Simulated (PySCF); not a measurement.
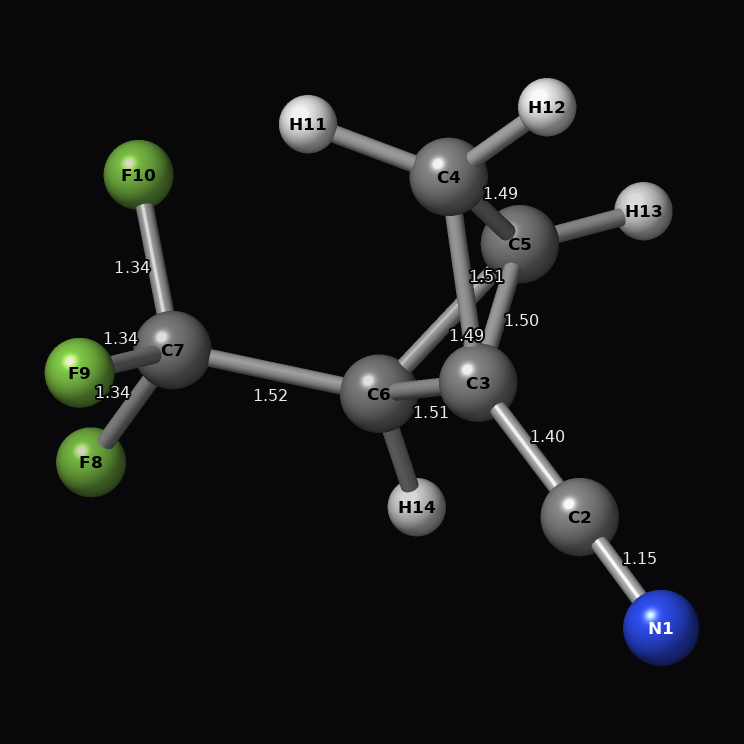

The numbers beside the sticks are distances in Å. Sticks don't show bond order. The geometry was computed by an optimisation with GFN2-xTB. No frequency run is at hand to confirm it as a minimum.

**Which of the marked bonds are single, double, triple or aromatic?**

N1–C2 triple; C2–C3 single; C3–C4 single; C3–C5 single; C3–C6 single; C4–C5 single; C5–C6 single; C6–C7 single; C7–F8 single; C7–F9 single; C7–F10 single.

**Write the SMILES.**

N#C[C@@]12C[C@@H]1[C@@H]2C(F)(F)F
